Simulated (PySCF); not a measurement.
# C₂H₂F₂O₂: NMR shifts at several levels of theory, part 2 of 2

PySCF 2.14.0. Atoms count from 0. Earlier steps stand in the parts before.

### 6 Nuclear shieldings: PBE0/6-311+G(2d,p)

The job: settings as JSON, then the geometry in Å.

```
{"job": {"kind": "nmr", "xc": "PBE0", "basis": "6-311+G(2d,p)", "pop": true}, "charge": 0, "multiplicity": 1}
O      0.914082     1.430778    -0.291649
C      0.550992     0.311025    -0.081170
O      1.347965    -0.745591     0.041511
C     -0.922303    -0.095590     0.007880
F     -1.651416     0.977583     0.328831
F     -1.094953    -1.047395     0.940785
H      2.258897    -0.428336    -0.061611
H     -1.265015    -0.488144    -0.968286
```

With the program's defaults for keys left out, this is: GIAO PBE0/6-311+G(2d,p) NMR shielding, non-relativistic, gas phase.

Output:

```text
coarse grid: 7760 points
cycle   1  E = -427.0251222703  dE =  1.164e+00  |g| = 1.114e+00  |ddm| = 2.408e+00
cycle   2  E = -426.5031601748  dE =  5.220e-01  |g| = 2.058e+00  |ddm| = 1.696e+00
cycle   3  E = -427.2239448844  dE = -7.208e-01  |g| = 3.158e-01  |ddm| = 1.178e+00
cycle   4  E = -427.2399007125  dE = -1.596e-02  |g| = 1.122e-01  |ddm| = 2.309e-01
cycle   5  E = -427.2419928785  dE = -2.092e-03  |g| = 1.698e-02  |ddm| = 6.856e-02
cycle   6  E = -427.2420490071  dE = -5.613e-05  |g| = 4.578e-03  |ddm| = 1.468e-02
cycle   7  E = -427.2420527740  dE = -3.767e-06  |g| = 1.172e-03  |ddm| = 3.190e-03
final grid: 78784 points
cycle   8  E = -427.2604664517  dE = -4.001e-05  |g| = 1.066e-02  |ddm| = 3.451e-02
cycle   9  E = -427.2604250254  dE =  4.143e-05  |g| = 1.857e-02  |ddm| = 1.427e-02
cycle  10  E = -427.2604839271  dE = -5.890e-05  |g| = 2.316e-03  |ddm| = 1.000e-02
cycle  11  E = -427.2604848266  dE = -8.995e-07  |g| = 5.818e-04  |ddm| = 1.506e-03
cycle  12  E = -427.2604848816  dE = -5.501e-08  |g| = 9.820e-05  |ddm| = 3.090e-04
cycle  13  E = -427.2604848834  dE = -1.761e-09  |g| = 2.385e-05  |ddm| = 7.639e-05
cycle  14  E = -427.2604848834  dE = -8.049e-11  |g| = 8.097e-06  |ddm| = 1.459e-05
converged SCF energy = -427.2604848834

GIAO shielding tensors (ppm)
atom      isotropic    diamagn.    paramagn.     s11        s22        s33       span
  0 O      -89.738     390.135    -479.873   -324.869   -232.673    288.328    613.197
  1 C       19.576     251.900    -232.324    -81.316     62.904     77.141    158.457
  2 O      133.195     387.567    -254.372    -23.763    175.704    247.644    271.407
  3 C       78.301     244.774    -166.473     56.180     80.127     98.595     42.415
  4 F      320.031     462.210    -142.179    215.311    340.647    404.136    188.825
  5 F      320.480     461.412    -140.933    205.406    349.164    406.868    201.462
  6 H       25.769      29.591      -3.822     21.412     22.888     33.006     11.594
  7 H       25.541      27.922      -2.381     22.674     25.334     28.615      5.941
```

Wall time 12 s (1 thread of Arm Neoverse V1, shared host); peak memory 0.71 GiB.

This run: δ C1 166.9, C3 108.1, O0 416.3, O2 193.4, H7 5.97, H6 5.74 ppm.

### 7 NMR shieldings: PBE0/def2-SVP

Settings changed since step 6:

```diff
@@ -1,2 +1,2 @@
-{"job": {"kind": "nmr", "xc": "PBE0", "basis": "6-311+G(2d,p)", "pop": true}, "charge": 0, "multiplicity": 1}
+{"job": {"kind": "nmr", "xc": "PBE0", "basis": "def2-SVP", "pop": true}, "charge": 0, "multiplicity": 1}
 O      0.914082     1.430778    -0.291649
```

Level: GIAO PBE0/def2-SVP NMR shielding, non-relativistic, gas phase.

Output:

```text
coarse grid: 7760 points
cycle   1  E = -426.4966671822  dE =  1.112e+00  |g| = 1.118e+00  |ddm| = 3.059e+00
cycle   2  E = -425.9827797454  dE =  5.139e-01  |g| = 2.015e+00  |ddm| = 2.324e+00
cycle   3  E = -426.7079157127  dE = -7.251e-01  |g| = 3.184e-01  |ddm| = 1.652e+00
cycle   4  E = -426.7254485480  dE = -1.753e-02  |g| = 1.046e-01  |ddm| = 2.991e-01
cycle   5  E = -426.7274283849  dE = -1.980e-03  |g| = 1.538e-02  |ddm| = 7.936e-02
cycle   6  E = -426.7274791929  dE = -5.081e-05  |g| = 3.846e-03  |ddm| = 1.643e-02
cycle   7  E = -426.7274819901  dE = -2.797e-06  |g| = 1.056e-03  |ddm| = 3.631e-03
final grid: 78784 points
cycle   8  E = -426.7946234126  dE = -1.220e-05  |g| = 1.006e-02  |ddm| = 1.817e-02
cycle   9  E = -426.7945870046  dE =  3.641e-05  |g| = 1.729e-02  |ddm| = 1.855e-02
cycle  10  E = -426.7946411956  dE = -5.419e-05  |g| = 2.073e-03  |ddm| = 1.245e-02
cycle  11  E = -426.7946420098  dE = -8.141e-07  |g| = 1.842e-04  |ddm| = 1.531e-03
cycle  12  E = -426.7946420154  dE = -5.599e-09  |g| = 6.962e-05  |ddm| = 2.058e-04
cycle  13  E = -426.7946420164  dE = -1.039e-09  |g| = 1.136e-05  |ddm| = 6.989e-05
cycle  14  E = -426.7946420164  dE = -1.933e-11  |g| = 4.632e-06  |ddm| = 1.204e-05
converged SCF energy = -426.7946420164

GIAO shielding tensors (ppm)
atom      isotropic    diamagn.    paramagn.     s11        s22        s33       span
  0 O      -68.823     395.297    -464.120   -310.574   -211.635    315.740    626.313
  1 C       33.468     257.439    -223.971    -60.302     70.625     90.082    150.384
  2 O      155.699     388.058    -232.359      1.588    205.610    259.899    258.311
  3 C       87.445     243.738    -156.293     63.749     88.234    110.353     46.604
  4 F      343.959     467.742    -123.782    246.929    356.563    428.385    181.456
  5 F      342.655     469.460    -126.805    236.395    360.550    431.019    194.624
  6 H       25.870      30.146      -4.276     20.594     23.146     33.871     13.277
  7 H       25.865      28.265      -2.399     22.939     25.691     28.966      6.028
```

It took 5.2 s on 1 thread of Arm Neoverse V1, shared host; peak memory 0.46 GiB.

Key values: δ C1 160.3, C3 106.3, O0 411.9, O2 187.3, H7 5.48, H6 5.47 ppm.

### 8 Shielding tensors: PBE0/def2-TZVP

Settings changed since step 7:

```diff
@@ -1,2 +1,2 @@
-{"job": {"kind": "nmr", "xc": "PBE0", "basis": "def2-SVP", "pop": true}, "charge": 0, "multiplicity": 1}
+{"job": {"kind": "nmr", "xc": "PBE0", "basis": "def2-TZVP", "pop": true}, "charge": 0, "multiplicity": 1}
 O      0.914082     1.430778    -0.291649
```

Method: GIAO PBE0/def2-TZVP NMR shielding, non-relativistic, gas phase.

Output:

```text
coarse grid: 7760 points
cycle   1  E = -427.0823405375  dE =  1.152e+00  |g| = 1.123e+00  |ddm| = 2.332e+00
cycle   2  E = -426.5663360977  dE =  5.160e-01  |g| = 2.062e+00  |ddm| = 1.619e+00
cycle   3  E = -427.2819373982  dE = -7.156e-01  |g| = 3.158e-01  |ddm| = 1.154e+00
cycle   4  E = -427.2978071602  dE = -1.587e-02  |g| = 1.131e-01  |ddm| = 2.189e-01
cycle   5  E = -427.2999090562  dE = -2.102e-03  |g| = 1.792e-02  |ddm| = 6.566e-02
cycle   6  E = -427.2999727107  dE = -6.365e-05  |g| = 4.534e-03  |ddm| = 1.495e-02
cycle   7  E = -427.2999764201  dE = -3.709e-06  |g| = 1.133e-03  |ddm| = 3.550e-03
final grid: 78784 points
cycle   8  E = -427.3031271774  dE = -5.394e-05  |g| = 9.912e-03  |ddm| = 3.897e-02
cycle   9  E = -427.3030911993  dE =  3.598e-05  |g| = 1.740e-02  |ddm| = 1.261e-02
cycle  10  E = -427.3031427079  dE = -5.151e-05  |g| = 2.098e-03  |ddm| = 8.813e-03
cycle  11  E = -427.3031434526  dE = -7.447e-07  |g| = 4.852e-04  |ddm| = 1.274e-03
cycle  12  E = -427.3031434899  dE = -3.726e-08  |g| = 9.716e-05  |ddm| = 2.528e-04
cycle  13  E = -427.3031434915  dE = -1.674e-09  |g| = 2.361e-05  |ddm| = 7.571e-05
cycle  14  E = -427.3031434916  dE = -7.731e-11  |g| = 7.499e-06  |ddm| = 1.601e-05
converged SCF energy = -427.3031434916

GIAO shielding tensors (ppm)
atom      isotropic    diamagn.    paramagn.     s11        s22        s33       span
  0 O      -93.088     395.169    -488.257   -328.753   -240.281    289.768    618.521
  1 C       18.047     251.542    -233.495    -83.105     60.008     77.239    160.345
  2 O      133.754     387.617    -253.863    -23.959    176.163    249.059    273.018
  3 C       75.556     241.093    -165.538     52.403     76.872     97.391     44.988
  4 F      321.462     465.037    -143.575    214.807    343.621    405.959    191.152
  5 F      321.243     466.388    -145.145    204.280    351.065    408.384    204.104
  6 H       25.712      28.587      -2.875     21.192     22.867     33.076     11.884
  7 H       25.631      28.276      -2.644     22.844     25.570     28.480      5.636
```

Run time: 15 s. Hardware: 1 thread of Arm Neoverse V1, shared host; peak memory 0.74 GiB.

This run: δ C1 168.6, C3 111.1, O0 425.7, O2 198.8, H7 5.85, H6 5.77 ppm.

### 9 Comparing the runs: NMR shifts

Shifts (ppm), means over like atoms, with basis size and wall time (the measured row can stand on another reference than the computed rows):

```csv
run,C1,C3,H6,H7,O0,O2,F4,functions,time
PBE0/STO-3G,113.3,81.0,5.61,3.70,395.8,122.8,-117.5,32,1.9 s
PBE0/6-31G,161.2,108.0,5.63,6.04,420.1,183.2,-155.2,58,3.6 s
PBE0/6-31G*,154.7,104.8,5.47,5.85,382.2,171.0,-141.4,88,5 s
"PBE0/6-311+G(2d,p)",166.9,108.1,5.74,5.97,416.3,193.4,-145.5,174,12 s
PBE0/def2-SVP,160.3,106.3,5.47,5.48,411.9,187.3,-128.7,94,5.2 s
PBE0/def2-TZVP,168.6,111.1,5.77,5.85,425.7,198.8,-142.5,198,15 s
measured,–,–,–,–,–,–,-127.0,–,–
```

Measured: Wikipedia, Fluorine-19 nuclear magnetic resonance spectroscopy.

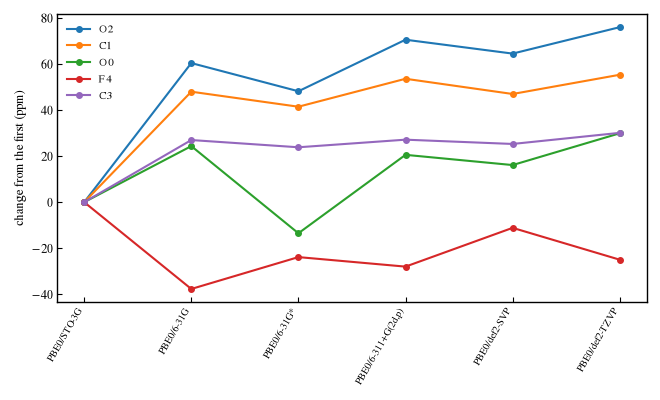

How five of the tabulated atoms move from run to run.

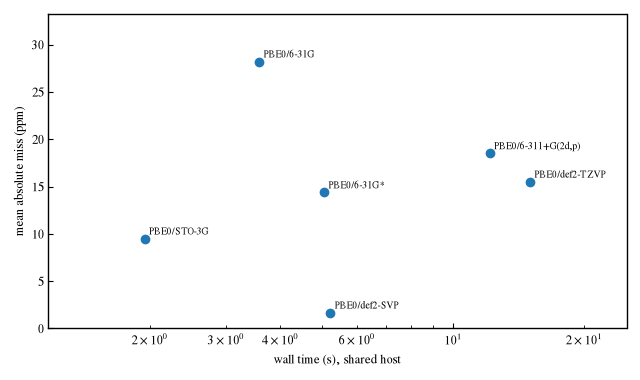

Cost against miss for the one measured ¹⁹F shift.

### 10 What came out

What follows sums up all 2 parts.

```
                                                               quantity                                            value
                                                            point group                                               C1
                                   rotational constants (main isotopes)                             5.54, 3.45, 2.22 GHz
                                   ¹³C shifts against TMS (PBE0/STO-3G)                                  113.3, 81.0 ppm
                                    ¹H shifts against TMS (PBE0/STO-3G)                                   5.61, 3.70 ppm
                                   ¹⁷O shifts against H2O (PBE0/STO-3G)                                 395.8, 122.8 ppm
¹⁹F shifts against CFCl3 (PBE0/STO-3G, means over atoms taken as alike)                                       -117.5 ppm
                               measured, and computed on the same scale                          F4 δ -127.0, -117.5 ppm
                                               range of the shift of O2                               122.8 to 198.8 ppm
                                          property runs in this session  6, of which 0 failed and 1 gave unsound results
```

In words: Single values in the summary come from the first run of each kind that ended normally (PBE0/STO-3G), which need not be the best level. A minimal basis gives no usable values, so read them as a test of settings alone. The start was shaken at random, so part of the energy gained undoes that. Relaxing lowered the energy by 0.928 eV in 6 steps; the close pair that moved most is C1–C3, from 1.402 to 1.531 Å. At PBE0/STO-3G: The largest span, 843 ppm, is at O0, where the paramagnetic term is -438 ppm. The one measured ¹⁹F shift is missed by +9.5 ppm (computed less measured, unscaled). Vibration, temperature and solvent are missing from the calculation, so part of the miss against the measured shifts is not the functional's. Across the 6 runs the shift of O2 moves most, between 122.8 (PBE0/STO-3G) and 198.8 ppm (PBE0/def2-TZVP). A minimal basis is unusable for shieldings, so that end is no result. For the one measured ¹⁹F shift, PBE0/def2-SVP misses least (1.7 ppm, 5.2 s) and PBE0/6-31G most (28.2 ppm, 3.6 s); the quickest, PBE0/STO-3G, misses by 9.5 ppm in 1.9 s. One molecule ranks no method: errors cancel, and vibration and temperature are missing from all runs.
